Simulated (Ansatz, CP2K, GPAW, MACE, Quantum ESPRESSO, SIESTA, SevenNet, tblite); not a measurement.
## Running amorphous polyisobutylene (as short chains C10H22) at 400 K (64 atoms) with GPAW

How do the settings of GPAW change the result for amorphous polyisobutylene (as short chains C10H22) at 400 K (64 atoms)? A plane-wave run serves as the yardstick.

Calculated with GPAW 26.7.0; the method is named at each step.

## 1. The structure

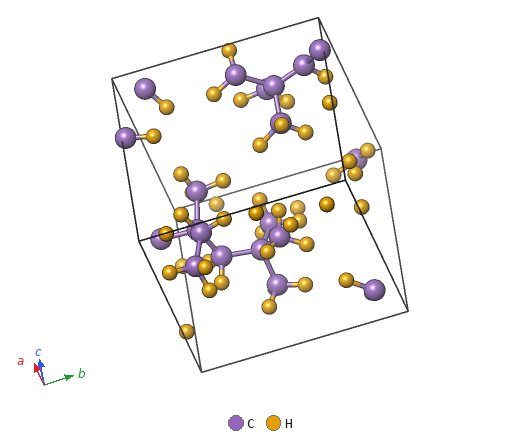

The starting structure, seen from a free direction (carbon purple, hydrogen orange). Bonds to atoms that aren't drawn are left out. Some periodic images of atoms are drawn too.

The cell holds 64 atoms: 20 C and 44 H. Its edges and angles: a = 8.318 Å, b = 8.318 Å, c = 8.318 Å, α = 90.0°, β = 90.0°, γ = 90.0°. 2 polyisobutylene chains of 2 units with methyl end groups placed at random, at 0.821 g/cm³; overlaps pushed apart, then 20 ps at 800 K with MMFF94 bonds, angles, torsions, charges and radii (Halgren, J. Comput. Chem. 17, 490 (1996)) in harmonic and 12-6 forms. Snapshot after 30 ps at 400 K and fixed volume. Then every atom was moved at random, 0.03 Å r.m.s. a Cartesian component (hydrogen 0.6 of that).

The yardstick, on the same geometry:

| Property | Result |
| --- | --- |
| method | Kohn-Sham DFT, PBE, PAW, plane waves (Ansatz 0.2.0); cutoff 420 eV, Γ point, fermi-dirac smearing of 0.05 eV; PAW set soft_2 |
| r.m.s. force component | 1.453 eV/Å |
| longest force | 6.788 eV/Å |
| pressure | 4.415 GPa |
| gap (highest filled to lowest empty level) | 5.391 eV |
| SCF cycles | 8 |
| time | 4.1 s on 4 threads of Arm Neoverse V1, shared host |
| CPU time | 13 s |

## 2. PBE, LCAO dzp, h 0.2 Å

Method: Kohn-Sham DFT, PBE, PAW, atomic orbitals (dzp).

run.py reads:

```python
import numpy as np
from ase.io import read
from gpaw import GPAW, FermiDirac

atoms = read("structure.xyz")
atoms.calc = GPAW(
    mode="lcao",
    basis="dzp",
    h=0.2,
    xc="PBE",
    kpts={"size": (1, 1, 1), "gamma": True},
    occupations=FermiDirac(0.05),
    maxiter=200,
    symmetry={"point_group": False},
    txt="gpaw.txt",
)
energy = atoms.get_potential_energy(force_consistent=True)
forces = atoms.get_forces()
print(f"energy {energy:.6f} eV")
print("forces (eV/A)")
for i, (a, f) in enumerate(zip(atoms, forces)):
    print(f"{i:4d} {a.symbol:2s} {f[0]:10.5f} {f[1]:10.5f} {f[2]:10.5f}")
print(f"Fermi level {atoms.calc.get_fermi_level():.4f} eV")
for k in range(len(atoms.calc.get_ibz_k_points())):
    for s in range(atoms.calc.get_number_of_spins()):
        e = atoms.calc.get_eigenvalues(kpt=k, spin=s)
        n = np.searchsorted(e, atoms.calc.get_fermi_level())
        print(f"k {k} spin {s} levels about the Fermi level:", np.round(e[max(n - 6, 0):n], 4).tolist(), "|", np.round(e[n:n + 6], 4).tolist())
```

structure.xyz reads:

```xyz
64
Lattice="8.31826 0.00000 0.00000 0.00000 8.31826 0.00000 0.00000 0.00000 8.31826" Properties=species:S:1:pos:R:3 pbc="T T T"
C 4.93772 1.38532 0.92383
C 5.12746 1.84000 2.32778
C 4.15955 1.53655 3.35284
C 4.63893 1.85006 4.81428
C 4.06339 0.06638 3.52070
C 2.69686 2.02092 3.00722
C 2.35315 3.52669 3.06187
C 2.00678 3.98012 4.51083
C 0.99536 3.66486 2.30932
C 3.44443 4.50800 2.47061
H 3.92980 1.57215 0.43538
H 5.58405 1.86387 0.16953
H 5.27228 0.40976 0.68884
H 6.15984 1.38299 2.58440
H 5.45728 2.86947 2.37012
H 3.89968 1.53738 5.48889
H 5.57681 1.53231 5.07214
H 4.70714 2.94050 4.90104
H 5.12521 7.99343 3.66087
H 3.57278 7.84129 4.35128
H 3.60122 7.88105 2.59189
H 1.97234 1.37310 3.56155
H 2.38892 1.79516 1.99688
H 1.73361 5.04868 4.46499
H 2.83994 3.86691 5.07447
H 1.14127 3.44775 4.93131
H 0.90544 4.71155 1.99114
H 0.99420 3.20519 1.34531
H 0.16720 3.39352 2.87920
H 4.11429 4.77352 3.16518
H 3.87415 4.02928 1.52923
H 2.95581 5.41061 2.13355
C 1.51767 7.45166 0.18525
C 1.16797 7.53152 7.12184
C 8.13260 8.13168 6.87463
C 8.10016 0.11171 5.41810
C 8.05341 1.16115 7.57536
C 6.96338 7.20237 7.39352
C 6.66392 5.85938 7.07892
C 7.68017 4.65889 7.26725
C 5.46676 5.34124 8.07437
C 6.08439 5.78102 5.67147
H 1.88816 0.04700 0.53986
H 0.71986 7.17516 0.79905
H 2.30607 6.57883 0.38106
H 1.93549 8.15356 6.72698
H 1.28925 6.56427 6.57941
H 7.93562 1.16822 5.24325
H 0.74099 0.09300 4.80870
H 7.28996 8.01539 4.90661
H 7.87265 1.01117 0.34978
H 7.23140 1.71797 7.08450
H 0.55657 1.75449 7.50033
H 7.06137 7.21276 0.18300
H 6.02941 7.77882 7.34519
H 7.92298 4.60765 0.02429
[... 4 atom lines left out ...]
H 5.33774 4.25704 8.03369
H 6.86747 5.95396 4.89189
H 5.35521 6.53674 5.50012
H 5.58396 4.75347 5.33666
```

The run is started by

```console
$ OMP_NUM_THREADS=1 python run.py > output.txt
```

Log:

```text
energy -329.892524 eV
forces (eV/A)
   0 C    -1.50011    1.43473   -2.20677
   1 C     4.27712    0.04392   -0.79328
   2 C    -2.68632   -0.91695    2.95268
   3 C    -1.97976    3.58109   -2.84319
   4 C     0.69824   -3.82481   -1.98902
   5 C     0.79544    0.57098    0.93493
   6 C    -1.22978    0.38251    0.79030
   7 C    -2.23910    0.64130   -2.85751
   8 C     2.77024    1.84127   -0.86637
   9 C    -3.66519   -3.19884   -3.65553
  10 H     0.21174   -0.34085    0.63965
  11 H     0.47877    1.02852    0.23373
  12 H    -0.12174   -2.30301    0.25528
  13 H    -0.90769    0.00272    0.27359
  14 H    -0.22444    1.32771   -0.15520
  15 H    -1.53471   -0.82563    1.64459
  16 H     3.15171   -1.70691    0.52397
  17 H     0.05694    0.80921    0.37086
  18 H    -0.52208   -0.00525   -0.54800
  19 H    -0.70438    0.86944    0.53838
  20 H     0.65949    0.21890    0.62402
  21 H     0.01846    0.50577    0.47205
  22 H     0.52051   -0.80906   -1.32616
  23 H    -0.09269    0.43599    0.17982
[...]
56 H     1.23586    0.48017    0.48062
  57 H    -1.07296    0.57220    0.43255
  58 H     0.02826    0.44407   -0.55348
  59 H    -3.05056    1.60267   -0.50633
  60 H    -0.36191   -0.53918   -0.71928
  61 H     0.06918   -0.04904    0.11531
  62 H    -1.32948    1.24057   -0.16921
  63 H     0.84663    1.50469    0.92700
Fermi level -0.9605 eV
k 0 spin 0 levels about the Fermi level: [-3.0706, -3.0175, -2.8056, -2.7344, -2.3629, -2.2859] | [3.6458, 4.5252, 4.9737, 5.1988, 5.4083, 5.4451]
```

gpaw.txt:

```text
Input parameters:
  mode=LCAO(),
  basis={'default': 'dzp'},
  h=0.2,
  kpts=MonkhorstPack(size=(1, 1, 1), gamma=True),
  maxiter=200,
  occupations=Occupations(name='fermi-dirac', width=0.05, fixmagmom=False),
  symmetry=Symmetry(point_group=False),
  xc=XC(name='PBE')
Unit cell  # Å
| periodic |        x |        y |        z |  lengths |    angles |
|----------|----------|----------|----------|----------|-----------|
|      yes | 8.318260 | 0.000000 | 0.000000 | 8.318260 | 90.000000 |
|      yes | 0.000000 | 8.318260 | 0.000000 | 8.318260 | 90.000000 |
|      yes | 0.000000 | 0.000000 | 8.318260 | 8.318260 | 90.000000 |
Number of symmetries: 1
Symmetry operations  # r_c * U_cc + t_c -> r_c
|   | kind |            matrix            |
|---|------|------------------------------|
| 0 |  E   |  1, 0, 0,  0, 1, 0,  0, 0, 1 |
BZ-sampling:
  Number of BZ points: 1
  Number of IBZ points: 1
  Monkhorst-Pack size: [1, 1, 1]
  Monkhorst-Pack shift: [0, 0, 0]
[... lines left out ...]
      Number of RI-basis functions 0
Reference energy: -21102.129448  # eV
eigensolver:
density mixing:
  MSR1-Mixer
occupation numbers:
  Fermi-Dirac:
    width: 0.0500  # eV
FastPoissonSolver using
    Stencil: 6*3+1=19 point O(h^6) finite-difference Laplacian
xc functional:
  name: PBE with 2 nearest neighbor stencil
interpolation: tri-quintic # 5. degree polynomial
Initialization done in: 4.705 s
convergence criteria:
- Maximum [total energy] change in last 3 cyles: 0.0005 eV / valence electron
- Maximum integral of absolute [dens]ity change: 0.0001 electrons / valence electron
- Maximum integral of absolute [eigenst]ate change: 4e-08 eV^2 / valence electron
maximum number of iterations: 200
SCF iterations
|iter     |      energy | eigst |  dens |
|---------|-------------|-------|-------|
|iter:   1| -345.823893 |      c|       |
|iter:   2| -342.845415 |      c| -0.67 |
|iter:   3| -330.038336 |      c| -0.70 |
|iter:   4| -329.902273 |      c| -1.41 |
|iter:   5| -329.892137 |      c| -2.01 |
|iter:   6| -329.892482c|      c| -2.72 |
|iter:   7| -329.892513c|      c| -3.24 |
|iter:   8| -329.892524c|      c| -3.68 |
|iter:   9| -329.892524c|      c| -4.41c|
Converged in 9 steps
SCF loop duration: 23.484 s (2.609 s/step)
Energy contributions relative to reference atoms: (reference = -21102.129448)
Energy contributions:
  Kinetic:         302.153742
  Coulomb:        -323.979273
  Zero:              2.254155
  External:          0.000000
  Xc:             -310.321148
  Entropy:          -0.000000
  Spinorbit:         0.000000
  ----------------------------
  Free energy:    -329.892524
  Extrapolated:   -329.892524
dipole moment: (32.236747, -13.448750, -9.208321)  # |e|*Ang
Fermi level: -0.961
Eigenvalues  # (at kpt = [0.000, 0.000, 0.000])
| band index |      eig [eV] | occ [0-2] |
|------------|---------------|-----------|
|          0 |       -17.063 |     2.000 |
|        ... |               |           |
|         54 |        -3.347 |     2.000 |
|         55 |        -3.194 |     2.000 |
[...]
|         69 |         5.753 |     0.000 |
|        ... |               |           |
|         78 |         6.978 |     0.000 |
Gap: 5.932 eV
Transition (v -> c):
  (s=0, k=0, n=61, [0.00, 0.00, 0.00]) -> (s=0, k=0, n=62, [0.00, 0.00, 0.00])
No difference between direct/indirect transitions
Force computation time: 5.509  # s
timing:  # [seconds]
  Total:  33.729  # ━━━━━━━━━━━━━━━━━━━━━━━━━━━━━━━━━━━━━━━━━━━━━━━━━━━━━━━━━
  Init:    4.703  # ━━━━━━━━
  SCF:    23.484  # ━━━━━━━━━━━━━━━━━━━━━━━━━━━━━━━━━━━━━━━╸
  Forces:  5.509  # ━━━━━━━━━╸
```

Wall time 36 s (1 thread of Arm Neoverse V1, shared host); peak memory 0.43 GiB.

Banners, paths, timers and routine set-up lines are dropped from the logs unmarked, and long logs keep their key lines alone; longer cuts are marked.

Against the reference:

* r.m.s. force component: 1.595 eV/Å
* r.m.s. difference of force components: 295.1 meV/Å
* longest difference of force vectors: 869 meV/Å
* force difference over r.m.s. force: 20.31 %
* slope of forces against the reference's: 1.082
* correlation of force components: 0.9856
* gap (highest filled to lowest empty level): 5.932 eV
* gap difference: 0.5403 eV

Length of the force difference by element (eV/Å):

```csv
element,atoms,mean,most
C,20,0.40,0.60
H,44,0.53,0.87
```

Levels nearest the highest filled one (eV from it): -0.78, -0.73, -0.52, -0.45, -0.08, 0.00, 5.93, 6.81, 7.26, 7.48, 7.69, 7.73.

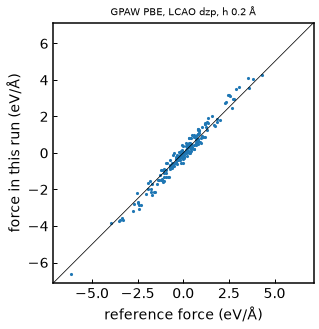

Force components against those of the reference; the line marks equality.

The surroundings of C41, picked at random, nearest first, numbered as they follow in the input and with coordinates relative to it.

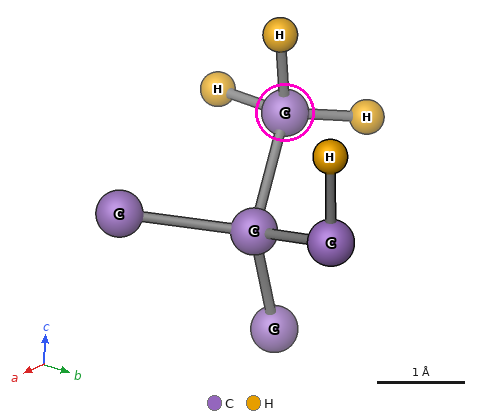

The atoms of the table, within 2.5 Å (arrows a, b, c point along x, y, z); some may hide others; the central atom is ringed.

```csv
atom,x,y,z,distance (Å),bonds,Fx,Fy,Fz (eV/Å)
C41,0.00,0.00,0.00,0.00,4,4.09,-0.33,0.85
H60,-0.86,0.54,-0.15,1.03,1,-3.05,1.60,-0.51
H61,-0.13,-1.08,-0.04,1.09,1,-0.36,-0.54,-0.72
H59,0.30,0.11,1.09,1.14,1,0.03,0.44,-0.55
C39,1.20,0.52,-1.00,1.64,4,-2.82,-6.61,-0.67
C40,2.21,-0.68,-0.81,2.45,4,-0.23,0.87,-0.93
C38,1.50,1.86,-0.68,2.48,4,1.61,4.07,2.46
H54,1.59,1.87,0.43,2.50,1,0.47,0.19,0.40
C42,0.62,0.44,-2.40,2.52,4,0.38,-2.71,-1.55
```

Atoms are counted from 1 here, from 0 in the log.

Forces lie 20 % from the reference's, at 2.8 times its CPU time (on 1 against 4 cores).

## 3. PBE, LCAO dzp, h 0.2 Å, other mixer settings

Method: Kohn-Sham DFT, PBE, PAW, atomic orbitals (dzp).

Changes to run.py since step 2:

```diff
@@ -2,3 +2,3 @@
 from ase.io import read
-from gpaw import GPAW, FermiDirac
+from gpaw import GPAW, FermiDirac, Mixer
 
@@ -12,2 +12,3 @@
     occupations=FermiDirac(0.05),
+    mixer=Mixer(0.1, 5, 50),
     maxiter=200,
```

structure.xyz is that of step 2.

Log:

```text
energy -329.892524 eV
forces (eV/A)
   0 C    -1.49751    1.43590   -2.20729
   1 C     4.27831    0.04425   -0.79276
   2 C    -2.68428   -0.91548    2.95357
   3 C    -1.97643    3.58383   -2.84553
   4 C     0.69727   -3.82638   -1.99086
   5 C     0.79556    0.57302    0.93506
   6 C    -1.23197    0.38286    0.78967
   7 C    -2.23901    0.64222   -2.85808
   8 C     2.77248    1.83941   -0.86676
   9 C    -3.66614   -3.19753   -3.65705
  10 H     0.21187   -0.34075    0.63956
  11 H     0.47950    1.02853    0.23359
  12 H    -0.12116   -2.30329    0.25541
  13 H    -0.90691    0.00255    0.27351
  14 H    -0.22394    1.32847   -0.15524
  15 H    -1.53470   -0.82576    1.64461
  16 H     3.15215   -1.70645    0.52347
  17 H     0.05747    0.80904    0.37047
  18 H    -0.52137   -0.00544   -0.54849
  19 H    -0.70498    0.86871    0.53858
  20 H     0.65928    0.21808    0.62311
  21 H     0.01818    0.50547    0.47229
  22 H     0.51991   -0.80847   -1.32655
  23 H    -0.09272    0.43617    0.17958
[...]
56 H     1.23636    0.48006    0.48050
  57 H    -1.07293    0.57119    0.43259
  58 H     0.02844    0.44455   -0.55264
  59 H    -3.05108    1.60344   -0.50607
  60 H    -0.36164   -0.54047   -0.71925
  61 H     0.06959   -0.04928    0.11451
  62 H    -1.33006    1.24071   -0.16922
  63 H     0.84645    1.50367    0.92674
Fermi level -0.9605 eV
k 0 spin 0 levels about the Fermi level: [-3.0704, -3.0173, -2.8053, -2.7343, -2.3627, -2.2858] | [3.6459, 4.5252, 4.9738, 5.199, 5.4084, 5.4453]
```

gpaw.txt:

```text
Input parameters:
  mode=LCAO(),
  basis={'default': 'dzp'},
  h=0.2,
  kpts=MonkhorstPack(size=(1, 1, 1), gamma=True),
  maxiter=200,
  mixer=Pulay(name='pulay', nmaxold=5, beta=0.1, weight=50, sigma=0.015, g_ss=None),
  occupations=Occupations(name='fermi-dirac', width=0.05, fixmagmom=False),
  symmetry=Symmetry(point_group=False),
  xc=XC(name='PBE')
Unit cell  # Å
[... lines left out ...]
  Fermi-Dirac:
[... lines left out ...]
convergence criteria:
- Maximum [total energy] change in last 3 cyles: 0.0005 eV / valence electron
[... lines left out ...]
Converged in 12 steps
[... lines left out ...]
  Free energy:    -329.892524
  Extrapolated:   -329.892524
dipole moment: (32.236310, -13.448537, -9.208075)  # |e|*Ang
Fermi level: -0.961
Eigenvalues  # (at kpt = [0.000, 0.000, 0.000])
| band index |      eig [eV] | occ [0-2] |
|------------|---------------|-----------|
|          0 |       -17.063 |     2.000 |
|        ... |               |           |
|         54 |        -3.347 |     2.000 |
|         55 |        -3.194 |     2.000 |
[...]
|         69 |         5.753 |     0.000 |
|        ... |               |           |
|         78 |         6.979 |     0.000 |
Gap: 5.932 eV
Transition (v -> c):
  (s=0, k=0, n=61, [0.00, 0.00, 0.00]) -> (s=0, k=0, n=62, [0.00, 0.00, 0.00])
No difference between direct/indirect transitions
Force computation time: 5.625  # s
timing:  # [seconds]
  Total:  39.750  # ━━━━━━━━━━━━━━━━━━━━━━━━━━━━━━━━━━━━━━━━━━━━━━━━━━━━━━━━━
  Init:    3.862  # ━━━━━╸
  SCF:    30.218  # ━━━━━━━━━━━━━━━━━━━━━━━━━━━━━━━━━━━━━━━━━━━╸
  Forces:  5.625  # ━━━━━━━━
```

Elapsed: 41 s, on 1 thread; peak memory 0.39 GiB.

Compared with the plane-wave run:

```
r.m.s. force component                           : 1.595 eV/Å
r.m.s. difference of force components            : 295.3 meV/Å
longest difference of force vectors              : 868.8 meV/Å
force difference over r.m.s. force               : 20.32 %
slope of forces against the reference's          : 1.082
correlation of force components                  : 0.9855
gap (highest filled to lowest empty level) : 5.932 eV
gap difference                                   : 0.5403 eV
energy less the same-level run's                 : 0 meV/atom
r.m.s. force difference from the same-level run  : 0.953 meV/Å
```

Against the first run (20 %), the force difference from the reference is 20 %, at 1.1 times the CPU time: another solver or mixer reaches the same state.

## 4. PBE, LCAO szp(dzp), h 0.2 Å

Method: Kohn-Sham DFT, PBE, PAW, atomic orbitals (szp(dzp)).

Changes to run.py since step 3:

```diff
@@ -2,3 +2,3 @@
 from ase.io import read
-from gpaw import GPAW, FermiDirac, Mixer
+from gpaw import GPAW, FermiDirac
 
@@ -7,3 +7,3 @@
     mode="lcao",
-    basis="dzp",
+    basis="szp(dzp)",
     h=0.2,
@@ -12,3 +12,2 @@
     occupations=FermiDirac(0.05),
-    mixer=Mixer(0.1, 5, 50),
     maxiter=200,
```

structure.xyz is that of step 3.

Log:

```text
energy -298.179415 eV
forces (eV/A)
   0 C    -1.90784    1.80497   -0.76529
   1 C     3.12216   -0.48102   -0.57985
   2 C    -2.89834   -0.52669    2.98130
   3 C    -2.39087    3.30206   -4.31360
   4 C     0.53602   -2.48179   -2.18718
   5 C     1.91906    1.33586    1.50351
   6 C    -0.94205    0.31686    0.73786
   7 C    -2.39277    0.13276   -4.01238
   8 C     4.05613    1.48847   -0.11462
   9 C    -4.29589   -4.40332   -3.64435
  10 H    -1.05356   -0.08196    0.01559
  11 H     1.45939    1.59259   -0.76398
  12 H     0.54334   -3.88522   -0.13544
  13 H     0.07115   -0.49008    0.53802
  14 H     0.15701    2.81288   -0.06838
  15 H    -2.96094   -1.38326    2.64837
  16 H     5.03410   -2.35761    0.90116
  17 H     0.09639    2.30980    0.37589
  18 H     0.75252   -0.28399   -0.33028
  19 H    -1.31564    0.16029    1.70155
  20 H     0.11394   -0.22962   -0.54766
  21 H    -0.84710   -0.29285    1.15725
  22 H     0.12606   -1.02473   -2.67028
  23 H    -0.44366    1.96328   -0.06285
[...]
56 H     2.21659    0.67032   -0.73271
  57 H    -1.48263   -0.72942   -0.07461
  58 H     0.41560    0.53673    0.77954
  59 H    -4.58295    2.75399   -0.87988
  60 H    -0.37664   -2.16562   -0.75079
  61 H     1.22409    0.26273   -0.82401
  62 H    -2.45015    2.55968   -0.34047
  63 H     0.34988    0.42712    0.64821
Fermi level -0.0740 eV
k 0 spin 0 levels about the Fermi level: [-4.2125, -4.1024, -3.9726, -3.944, -3.5483, -3.467] | [5.277, 5.7314, 6.0176, 6.222, 6.4125, 6.5203]
```

gpaw.txt:

```text
Input parameters:
  mode=LCAO(),
  basis={'default': 'szp(dzp)'},
  h=0.2,
  kpts=MonkhorstPack(size=(1, 1, 1), gamma=True),
  maxiter=200,
  occupations=Occupations(name='fermi-dirac', width=0.05, fixmagmom=False),
  symmetry=Symmetry(point_group=False),
  xc=XC(name='PBE')
Unit cell  # Å
| periodic |        x |        y |        z |  lengths |    angles |
[... lines left out ...]
  Fermi-Dirac:
[... lines left out ...]
convergence criteria:
- Maximum [total energy] change in last 3 cyles: 0.0005 eV / valence electron
[... lines left out ...]
Converged in 8 steps
[... lines left out ...]
  Free energy:    -298.179415
  Extrapolated:   -298.179415
dipole moment: (32.723695, -12.188209, -9.592389)  # |e|*Ang
Fermi level: -0.074
Eigenvalues  # (at kpt = [0.000, 0.000, 0.000])
| band index |      eig [eV] | occ [0-2] |
|------------|---------------|-----------|
|          0 |       -18.058 |     2.000 |
|        ... |               |           |
|         54 |        -4.516 |     2.000 |
|         55 |        -4.300 |     2.000 |
[...]
|         69 |         6.825 |     0.000 |
|        ... |               |           |
|         78 |         8.216 |     0.000 |
Gap: 8.744 eV
Transition (v -> c):
  (s=0, k=0, n=61, [0.00, 0.00, 0.00]) -> (s=0, k=0, n=62, [0.00, 0.00, 0.00])
No difference between direct/indirect transitions
Force computation time: 4.586  # s
timing:  # [seconds]
  Total:  25.188  # ━━━━━━━━━━━━━━━━━━━━━━━━━━━━━━━━━━━━━━━━━━━━━━━━━━━━━━━━━
  Init:    3.691  # ━━━━━━━━╸
  SCF:    16.868  # ━━━━━━━━━━━━━━━━━━━━━━━━━━━━━━━━━━━━━━
  Forces:  4.587  # ━━━━━━━━━━╸
```

Run time: 27 s. Hardware: 1 thread; peak memory 0.42 GiB.

Numbers from this run, and their distance from the reference:

```yaml
r_m_s_force_component: 2.046 eV/Å
r_m_s_difference_of_force_components: 1150 meV/Å
longest_difference_of_force_vectors: 2948 meV/Å
force_difference_over_r_m_s_force: 79.15 %
slope_of_forces_against_the_reference_s: 1.178
correlation_of_force_components: 0.8367
spacing_of_highest_filled_and_lowest_empty_level: 8.744 eV
gap_difference: 3.353 eV
```

This is a coarse setting, run to see what it loses.

Against the first run (20 %), the force difference from the reference is 79 %, at 0.75 times the CPU time, with 356 basis functions against 480: the smaller basis costs accuracy.

[end of part 1 of 2]

[Also dropped from logs without a mark: logging warnings of Python, and SIESTA's first energy breakdown and zero terms.]

[Logs are printed without paths, hosts, clocks, repeated set-up lines and the standing remarks that a program may print on its own settings, such as how far it seeks lower states.]

[Hosts, paths, dates, database ids (printed as entryN), source tags and the programs' standing remarks are cut or masked in the printed files.]

[The MMFF94 radii named for the starting cell were scaled by 0.96; in molecules described by MMFF94, hydrogen bound to N, O or S took a small fixed 12-6 site in their place.]
